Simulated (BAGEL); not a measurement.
# singlet CH2NOSi+, step by step

Wanted: a single-point energy (singlet CH2NOSi+, HF/def2-SV(P)), then the energy (doublet CH2NOSi, NEVPT2(3,2)/def2-SV(P)), then a single-point energy (doublet CH2NOSi, CASPT2(3,2)/def2-SV(P)) of CH2NOSi. 

The calculation is run with BAGEL 1.2.2.

### Step 1. The molecule

The species is CH2NOSi+ (6 atoms), meant as a singlet with charge +1. As SMILES of the parent species, `O=C=N[SiH2]`. The Si4–H5 distance was set to 2.824 Å, away from the relaxed value. That shape belongs to the parent species and isn't relaxed for this state. At this shape a bond of the SMILES string is far longer than usual.

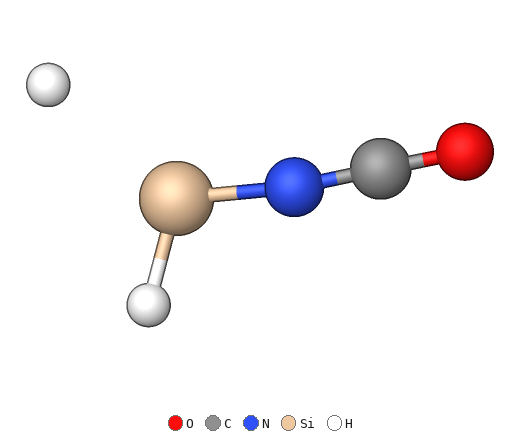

The structure, seen from a chosen angle (oxygen red, carbon grey, nitrogen blue, silicon light orange, hydrogen white).

### Step 2. A single-point energy at HF/def2-SV(P) (density fitting with svp-jkfit) (run 1)

Input file hf.json:

```json
{ "bagel" : [

{
  "title" : "molecule",
  "basis" : "def2-sv_p_.json",
  "df_basis" : "svp-jkfit",
  "geometry" : [
    { "atom" : "O", "xyz" : [  0.45269334, -4.88691302,  4.68241063 ] },
    { "atom" : "C", "xyz" : [ -0.38105382, -3.28461424,  3.42574276 ] },
    { "atom" : "N", "xyz" : [ -1.19779346, -1.59727778,  2.16680722 ] },
    { "atom" : "Si", "xyz" : [ -2.89779108,  0.05906717, -0.01488159 ] },
    { "atom" : "H", "xyz" : [  0.49378544,  2.29450546, -3.47539532 ] },
    { "atom" : "H", "xyz" : [ -4.42317800,  2.00000487,  1.32398937 ] }
  ]
},
{
  "title" : "hf",
  "charge" : 1
},
{
  "title" : "print",
  "file" : "orbitals.molden",
  "orbitals" : true
}

]}
```

The basis set def2-SV(P) is read from a file made from the Basis Set Exchange's data (not shown).

Started as:

```
$ BAGEL_NUM_THREADS=1 BAGEL hf.json > hf.out
```

The log of the run:

```text
* using 1 threads per process

  ===============================================================
  ===============================================================

  *** Geometry ***

  { "atom" : "O", "xyz" : [      0.452693,     -4.886913,      4.682411 ] },
  { "atom" : "C", "xyz" : [     -0.381054,     -3.284614,      3.425743 ] },
  { "atom" : "N", "xyz" : [     -1.197793,     -1.597278,      2.166807 ] },
  { "atom" : "Si", "xyz" : [     -2.897791,      0.059067,     -0.014882 ] },
  { "atom" : "H", "xyz" : [      0.493785,      2.294505,     -3.475395 ] },
  { "atom" : "H", "xyz" : [     -4.423178,      2.000005,      1.323989 ] },

  Number of auxiliary basis functions:      393

  Since a DF basis is specified, we compute 2- and 3-index integrals:
    o Being stored without compression. Storage requirement is 0.013 GB

  Number of basis functions:       64
  Number of electrons      :       37

    * METHOD: MOLECULE                             0.12

  *** RHF ***

  === Nuclear Repulsion ===
   126.9388947095

      * DIIS with orbital gradients will be used.

  === RHF iteration (def2-sv_p_.json) ===
      0       -456.37330716          0.02240595           0.03
      1       -456.49937154          0.01730533           0.03
      2       -456.58735463          0.00276377           0.03
      3       -456.58971852          0.00130761           0.03
      4       -456.59031154          0.00019515           0.03
      5       -456.59033527          0.00008395           0.03
      6       -456.59033940          0.00003588           0.03
      7       -456.59034073          0.00001487           0.03
      8       -456.59034096          0.00000724           0.03
      9       -456.59034101          0.00000465           0.03
     10       -456.59034103          0.00000240           0.03
     11       -456.59034104          0.00000081           0.03
     12       -456.59034104          0.00000041           0.03
     13       -456.59034104          0.00000012           0.03
     14       -456.59034104          0.00000006           0.03
     15       -456.59034104          0.00000003           0.03
     16       -456.59034104          0.00000002           0.03
     17       -456.59034104          0.00000001           0.03
    * SCF iteration converged.

    * Permanent dipole moment:
           (    1.031101,    -1.991546,     2.439543) a.u.

    * METHOD: HF                                   0.57

    * METHOD: PRINT                                0.01

  ===============================================================
```

Run time: 0.85 s. Hardware: 1 thread of Arm Neoverse V1, shared host; peak memory 0.14 GiB.

### Step 3. Doublet neutral CH2NOSi: a single-point energy at NEVPT2(3,2)/def2-SV(P) (density fitting with svp-jkfit) (run 2)

Input file job.json:

```json
{ "bagel" : [

{
  "title" : "molecule",
  "basis" : "def2-sv_p_.json",
  "df_basis" : "svp-jkfit",
  "angstrom" : false,
  "geometry" : [
    { "atom" : "O", "xyz" : [     0.45269334,    -4.88691302,     4.68241063 ] },
    { "atom" : "C", "xyz" : [    -0.38105382,    -3.28461424,     3.42574276 ] },
    { "atom" : "N", "xyz" : [    -1.19779346,    -1.59727778,     2.16680722 ] },
    { "atom" : "Si", "xyz" : [    -2.89779108,     0.05906717,    -0.01488159 ] },
    { "atom" : "H", "xyz" : [     0.49378544,     2.29450546,    -3.47539532 ] },
    { "atom" : "H", "xyz" : [    -4.42317800,     2.00000487,     1.32398937 ] }
  ]
},

{
  "title" : "hf",
  "charge" : 1
},

{
  "title" : "casscf",
  "nstate" : 1,
  "nact" : 2,
  "nclosed" : 17,
  "nspin" : 1,
  "active" : [18, 19],
  "maxiter" : 200,
  "natocc" : true
},

{
  "title" : "nevpt2",
  "nstate" : 1,
  "nact" : 2,
  "nclosed" : 17,
  "nspin" : 1,
  "active" : [18, 19],
  "maxiter" : 200,
  "natocc" : true,
  "ncore" : 8
},

{
  "title" : "print",
  "file" : "orbitals.molden",
  "orbitals" : true
}

]}
```

The basis set def2-SV(P) is read from a file made from the Basis Set Exchange's data (not shown).

Started as:

```
$ BAGEL_NUM_THREADS=1 BAGEL job.json > job.out
```

The log of the run:

```text
* using 1 threads per process

  ===============================================================
  ===============================================================

  *** Geometry ***

  { "atom" : "O", "xyz" : [      0.452693,     -4.886913,      4.682411 ] },
  { "atom" : "C", "xyz" : [     -0.381054,     -3.284614,      3.425743 ] },
  { "atom" : "N", "xyz" : [     -1.197793,     -1.597278,      2.166807 ] },
  { "atom" : "Si", "xyz" : [     -2.897791,      0.059067,     -0.014882 ] },
  { "atom" : "H", "xyz" : [      0.493785,      2.294505,     -3.475395 ] },
  { "atom" : "H", "xyz" : [     -4.423178,      2.000005,      1.323989 ] },

  Number of auxiliary basis functions:      393

  Since a DF basis is specified, we compute 2- and 3-index integrals:
    o Being stored without compression. Storage requirement is 0.013 GB

  Number of basis functions:       64
  Number of electrons      :       37

    * METHOD: MOLECULE                             0.12

  *** RHF ***

  === Nuclear Repulsion ===
   126.9388947095

      * DIIS with orbital gradients will be used.

  === RHF iteration (def2-sv_p_.json) ===
      0       -456.37330716          0.02240595           0.03
      1       -456.49937154          0.01730533           0.03
      2       -456.58735463          0.00276377           0.03
      3       -456.58971852          0.00130761           0.03
      4       -456.59031154          0.00019515           0.03
      5       -456.59033527          0.00008395           0.03
      6       -456.59033940          0.00003588           0.03
      7       -456.59034073          0.00001487           0.03
      8       -456.59034096          0.00000724           0.03
      9       -456.59034101          0.00000465           0.03
     10       -456.59034103          0.00000240           0.03
     11       -456.59034104          0.00000081           0.03
     12       -456.59034104          0.00000041           0.03
     13       -456.59034104          0.00000012           0.03
     14       -456.59034104          0.00000006           0.03
     15       -456.59034104          0.00000003           0.03
     16       -456.59034104          0.00000002           0.03
     17       -456.59034104          0.00000001           0.03
    * SCF iteration converged.

    * Permanent dipole moment:
           (    1.031101,    -1.991546,     2.439543) a.u.

    * METHOD: HF                                   0.59

  ---------------------------
      CASSCF calculation
  ---------------------------

    ==== Active orbitals : =====
         Orbital 18
         Orbital 19
    ============================

    * nstate   :      1
    * nclosed  :     17
    * nact     :      2
    * nvirt    :     45
  === CASSCF iteration (def2-sv_p_.json) ===

    * Using the second-order algorithm

      0  0      -456.90533968     1.34e-02      0.01

      1  0      -456.94586590     3.60e-03      0.15

      2  0      -456.95004077     9.89e-04      0.15

      3  0      -456.92996541     1.11e-01      0.14

      4  0      -456.93002659     1.11e-01      0.45

      5  0      -456.94989878     2.88e-03      0.89

      6  0      -456.94782207     3.67e-02      0.48

      7  0      -452.67938643     1.59e+00      0.62

      8  0      -456.90438904     1.07e-02      0.21

      9  0      -455.14226260     1.04e+00      0.18

     10  0      -456.83189211     1.11e-01      0.51

     11  0      -456.93793653     5.83e-02      0.59

     12  0      -456.94339651     6.42e-03      0.88

     13  0      -456.72510425     3.65e-01      0.57
[... 9 lines of this table left out ...]
     18  0      -456.94985139     2.49e-03      0.65

     19  0      -456.94950363     1.55e-02      0.47

     20  0      -456.94993716     1.78e-03      0.70

     21  0      -456.94529147     5.25e-02      0.36

     22  0      -452.70480008     1.56e+00      0.94

     23  0      -456.59664094     3.57e-01      0.28

     24  0      -456.86901435     3.92e-02      0.53

[... 267 further lines ...]

    159  0      -456.95012119     1.86e-04      0.79

    160  0      -456.95012173     1.83e-04      0.75

    161  0      -456.95012226     1.80e-04      0.74

    162  0      -456.95012278     1.77e-04      0.75

    163  0      -456.95012328     1.75e-04      0.67

    164  0      -456.95012377     1.72e-04      0.67

    165  0      -456.95012424     1.69e-04      0.67

    166  0      -456.95012470     1.67e-04      0.76

    167  0      -456.95012515     1.64e-04      0.76

    168  0      -456.95012558     1.62e-04      0.78

    169  0      -456.95012601     1.59e-04      0.64

    170  0      -456.95012642     1.57e-04      0.68

    171  0      -456.95012682     1.54e-04      0.67

    172  0      -456.95012720     1.52e-04      0.68
[... 27 lines of this table left out ...]
    186  0      -456.95013162     1.22e-04      0.69

    187  0      -456.95013187     1.20e-04      0.62

    188  0      -456.95013211     1.18e-04      0.63

    189  0      -456.95013235     1.16e-04      0.59

    190  0      -456.95013259     1.14e-04      0.57

    191  0      -456.95013281     1.13e-04      0.60

    192  0      -456.95013303     1.11e-04      0.65
```

Wall time 2.5 min (1 thread of Arm Neoverse V1, shared host).

The run was cut off at its time limit.

### Step 4. Doublet neutral CH2NOSi: a single-point energy at CASPT2(3,2)/def2-SV(P) (density fitting with svp-jkfit) (run 3)

Input file caspt2.json:

```json
{ "bagel": [

{
  "title": "molecule",
  "basis": "def2-sv_p_.json",
  "df_basis": "svp-jkfit",
  "angstrom": false,
  "geometry": [
    { "atom": "O", "xyz": [     0.45269334,    -4.88691302,     4.68241063 ] },
    { "atom": "C", "xyz": [    -0.38105382,    -3.28461424,     3.42574276 ] },
    { "atom": "N", "xyz": [    -1.19779346,    -1.59727778,     2.16680722 ] },
    { "atom": "Si", "xyz": [    -2.89779108,     0.05906717,    -0.01488159 ] },
    { "atom": "H", "xyz": [     0.49378544,     2.29450546,    -3.47539532 ] },
    { "atom": "H", "xyz": [    -4.42317800,     2.00000487,     1.32398937 ] }
  ]
},

{ "title": "hf", "charge": 1 },

{
  "title": "casscf",
  "nstate": 1,
  "nact": 2,
  "nclosed": 17,
  "charge": 0,
  "nspin": 1,
  "active": [18, 19],
  "maxiter": 200,
  "natocc": true
},

{ "title": "print", "file": "orbitals.molden", "orbitals": true },

{ "title": "smith", "method": "caspt2", "ms": true, "xms": true, "sssr": true, "shift": 0.2, "shift_imag": true, "ncore": 8 }

]}
```

The basis set def2-SV(P) is read from a file made from the Basis Set Exchange's data (not shown).

Started as:

```
$ BAGEL_NUM_THREADS=1 BAGEL caspt2.json > caspt2.out
```

The log of the run:

```text
* using 1 threads per process

  ===============================================================
  ===============================================================

  *** Geometry ***

  { "atom" : "O", "xyz" : [      0.452693,     -4.886913,      4.682411 ] },
  { "atom" : "C", "xyz" : [     -0.381054,     -3.284614,      3.425743 ] },
  { "atom" : "N", "xyz" : [     -1.197793,     -1.597278,      2.166807 ] },
  { "atom" : "Si", "xyz" : [     -2.897791,      0.059067,     -0.014882 ] },
  { "atom" : "H", "xyz" : [      0.493785,      2.294505,     -3.475395 ] },
  { "atom" : "H", "xyz" : [     -4.423178,      2.000005,      1.323989 ] },

  Number of auxiliary basis functions:      393

  Since a DF basis is specified, we compute 2- and 3-index integrals:
    o Being stored without compression. Storage requirement is 0.013 GB

  Number of basis functions:       64
  Number of electrons      :       37

    * METHOD: MOLECULE                             0.13

  *** RHF ***

  === Nuclear Repulsion ===
   126.9388947095

      * DIIS with orbital gradients will be used.

  === RHF iteration (def2-sv_p_.json) ===
      0       -456.37330716          0.02240595           0.03
      1       -456.49937154          0.01730533           0.03
      2       -456.58735463          0.00276377           0.03
      3       -456.58971852          0.00130761           0.03
      4       -456.59031154          0.00019515           0.03
      5       -456.59033527          0.00008395           0.03
      6       -456.59033940          0.00003588           0.03
      7       -456.59034073          0.00001487           0.03
      8       -456.59034096          0.00000724           0.03
      9       -456.59034101          0.00000465           0.03
     10       -456.59034103          0.00000240           0.03
     11       -456.59034104          0.00000081           0.03
     12       -456.59034104          0.00000041           0.03
     13       -456.59034104          0.00000012           0.03
     14       -456.59034104          0.00000006           0.03
     15       -456.59034104          0.00000003           0.03
     16       -456.59034104          0.00000002           0.03
     17       -456.59034104          0.00000001           0.03
    * SCF iteration converged.

    * Permanent dipole moment:
           (    1.031101,    -1.991546,     2.439543) a.u.

    * METHOD: HF                                   0.59

  ---------------------------
      CASSCF calculation
  ---------------------------

    ==== Active orbitals : =====
         Orbital 18
         Orbital 19
    ============================

    * nstate   :      1
    * nclosed  :     17
    * nact     :      2
    * nvirt    :     45
  === CASSCF iteration (def2-sv_p_.json) ===

    * Using the second-order algorithm

      0  0      -456.90533968     1.34e-02      0.01

      1  0      -456.94586590     3.60e-03      0.16

      2  0      -456.95004077     9.89e-04      0.16

      3  0      -456.92996541     1.11e-01      0.15

      4  0      -456.93002659     1.11e-01      0.45

      5  0      -456.94989878     2.88e-03      0.92

      6  0      -456.94782207     3.67e-02      0.48

      7  0      -452.67938643     1.59e+00      0.62

      8  0      -456.90438904     1.07e-02      0.20

      9  0      -455.14226260     1.04e+00      0.18

     10  0      -456.83189211     1.11e-01      0.52

     11  0      -456.93793653     5.83e-02      0.57

     12  0      -456.94339651     6.42e-03      0.88

     13  0      -456.72510425     3.65e-01      0.55
[... 9 lines of this table left out ...]
     18  0      -456.94985139     2.49e-03      0.64

     19  0      -456.94950363     1.55e-02      0.45

     20  0      -456.94993716     1.78e-03      0.69

     21  0      -456.94529147     5.25e-02      0.35

     22  0      -452.70480008     1.56e+00      0.95

     23  0      -456.59664094     3.57e-01      0.28

     24  0      -456.86901435     3.92e-02      0.53

[... 282 further lines ...]
    166  0      -456.95012470     1.67e-04      0.74

    167  0      -456.95012515     1.64e-04      0.73

    168  0      -456.95012558     1.62e-04      0.75

    169  0      -456.95012601     1.59e-04      0.64

    170  0      -456.95012642     1.57e-04      0.64

    171  0      -456.95012682     1.54e-04      0.65

    172  0      -456.95012720     1.52e-04      0.66

    173  0      -456.95012758     1.50e-04      0.76

    174  0      -456.95012795     1.47e-04      0.72

    175  0      -456.95012830     1.45e-04      0.65

    176  0      -456.95012865     1.43e-04      0.61

    177  0      -456.95012899     1.41e-04      0.71

    178  0      -456.95012931     1.39e-04      0.68

    179  0      -456.95012963     1.36e-04      0.64
[... 27 lines of this table left out ...]
    193  0      -456.95013325     1.09e-04      0.65

    194  0      -456.95013345     1.08e-04      0.69

    195  0      -456.95013365     1.06e-04      0.60

    196  0      -456.95013385     1.04e-04      0.60

    197  0      -456.95013404     1.02e-04      0.59

    198  0      -456.95013422     1.01e-04      0.60

    199  0      -456.95013440     9.90e-05      0.59

  ERROR: EXCEPTION RAISED:  Max iteration reached during the second-order optimization.
```

Run time: 2.6 min. Hardware: 1 thread of Arm Neoverse V1, shared host; peak memory 0.14 GiB.

No converged result was reached.

### Step 5. Outcome

| quantity | value |
| --- | --- |
| run 1, HF/def2-SV(P): total energy | -456.59034 Eh |
| run 1, HF/def2-SV(P): HOMO energy | -15.50 eV |
| run 1, HF/def2-SV(P): LUMO energy | -8.31 eV |
| run 1, HF/def2-SV(P): HOMO–LUMO gap | 7.19 eV |
| doublet neutral CH2NOSi, run 2 | no result (timeout) |
| doublet neutral CH2NOSi, run 3 | no result (not converged) |

**Reading.** 2 of the 3 runs did not end normally.
